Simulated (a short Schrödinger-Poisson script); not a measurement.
System: symmetric double-gate stack, Al2O3 on p-type Ge(111), at 150 K.

```csv
layer,material,thickness (nm),Na (cm⁻³)
1,Al2O3,6.7,-
2,Ge,5,5e15
3,Al2O3,6.7,-
```

The device is made up for the run: typed textbook-type constants, with dimensions and the other settings drawn at random. Al2O3: permittivity 9, conduction-band edge (eV) 2.65, gap (eV) 6.8, electron mass (mₑ) 0.3. Ge: permittivity 16, conduction-band edge (eV) 0, gap (eV) 0.664, Nv at 300 K (cm⁻³) 6e18.

Channel valleys (confinement mass, in-plane density-of-states mass, number): L1 1.59, 0.08, 1; L3 0.09, 0.34, 3. At the gates, both at one voltage, the conduction-band edge of layer 1 lies 2.76 eV − eVg above the Fermi level of the channel. Gaps are held at their typed values at every temperature. Mesh 0.03 nm at interfaces.

Solved with a short Schrödinger-Poisson script written for these runs: 1D Poisson equation in equilibrium, electrons quantum, Hartree (BenDaniel-Duke, 12 states a valley, the channel's in-plane mass for all, wave functions free to enter the dielectric), parabolic valleys, classical holes, full ionisation, no traps, pinning or gate leakage.

Only gate voltages with over 1e8 electrons/cm² are shown.

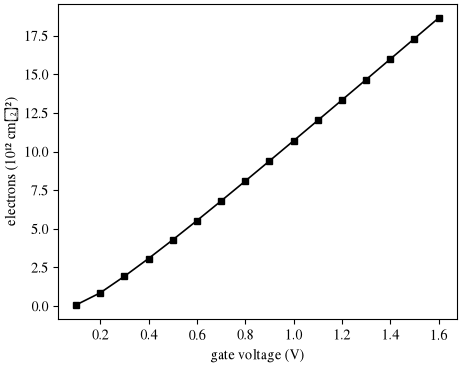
Figure. Sheet density against gate voltage

```csv
Vg (V),electrons (cm⁻²),C (μF/cm²),L1 E0 (meV),L1 E1 (meV),L3 E0 (meV),L3 E1 (meV)
0.1,6.90e10,0.595,24.5,51.9,116.6,430.3
0.2,8.53e11,1.60,-16.6,9.5,74.9,386.9
0.3,1.92e12,1.80,-36.9,-12.2,54.0,364.0
0.4,3.08e12,1.89,-51.3,-28.2,39.0,346.8
0.5,4.28e12,1.97,-62.1,-40.4,27.8,333.4
0.6,5.53e12,2.02,-70.2,-49.9,19.3,322.7
0.7,6.80e12,2.05,-76.5,-57.6,12.7,313.8
0.8,8.09e12,2.08,-81.6,-64.2,7.3,306.1
0.9,9.39e12,2.09,-86.1,-70.1,2.6,299.2
1,1.07e13,2.10,-90.1,-75.5,-1.4,292.9
1.1,1.20e13,2.11,-93.8,-80.5,-5.1,287.0
1.2,1.33e13,2.12,-97.4,-85.3,-8.5,281.4
1.3,1.47e13,2.12,-100.9,-89.9,-11.6,276.0
1.4,1.60e13,2.13,-104.3,-94.4,-14.6,270.8
1.5,1.73e13,2.13,-107.7,-98.8,-17.5,265.7
1.6,1.86e13,2.14,-111.1,-103.1,-20.2,260.8
```

Subbands count from the Fermi level. The capacitance is that of both gates.

Only the L valleys are kept; under strong confinement the Δ valleys of Ge fill too.
